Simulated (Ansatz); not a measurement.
Results of PBE+SOC (Ansatz, a first-principles code, plane waves, PAW) for grey tin (α-Sn).

Numerical settings: plane-wave cutoff 520 eV, 10×10×10 k mesh, Fermi–Dirac smearing 0.01 eV, PAW data made under PBE.

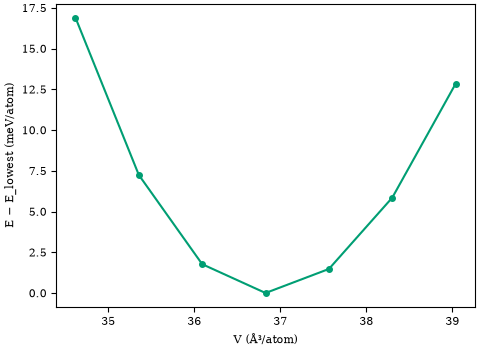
Figure: Total energy against volume

**Question.** From the curve, estimate the equilibrium volume and the bulk modulus.

**Answer.** V0 ≈ 36.8 Å³/atom and B0 ≈ 35 GPa; the fit gives V0 = 36.848 Å³/atom, B0 = 35.5 GPa, B′ = 5.0.

Measured, for comparison: bulk modulus 42.8 GPa (0 K value with the zero-point phonon effect removed; as tabulated in Mejia-Rodriguez and Trickey (2018), arXiv:1807.09216); equilibrium volume per atom 33.97 Å³/atom (static lattice: zero-point anharmonic expansion removed; as tabulated in Mejia-Rodriguez and Trickey (2018), arXiv:1807.09216). Computed (rounded) less measured: bulk modulus -17 %, equilibrium volume per atom +8.5 %.

Static lattice: no zero-point or thermal effects.
